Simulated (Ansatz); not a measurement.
## CaF2: pressure series

Take CaF$_{2}$ in the fluorite structure (space group Fm-3m, No. 225; a = 5.511 Å) as the base.

Cell and atoms are relaxed at each pressure.

Levels (all Ansatz, a program for electronic structure, PAW): PBE (420 eV, no spin-orbit coupling); r2SCAN (500 eV, spin-orbit coupling left out).

The base cell above is that of PBE; each level relaxes its own structures.

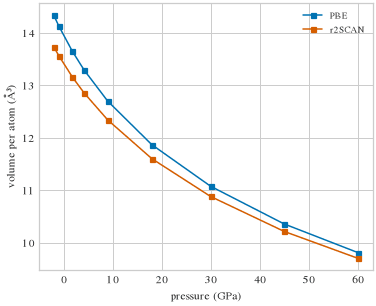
*Volume per atom under two levels*

Problem. How do the two levels compare along the series?

Solution. PBE lies above r2SCAN in every row, by 0.11 Å³ to 0.60 Å³. They put the cases in the same order.

Load acts through the strain it causes; cell and atoms are relaxed under it. Whether these cells are dynamically stable was not tested. No other phases were tried under pressure.
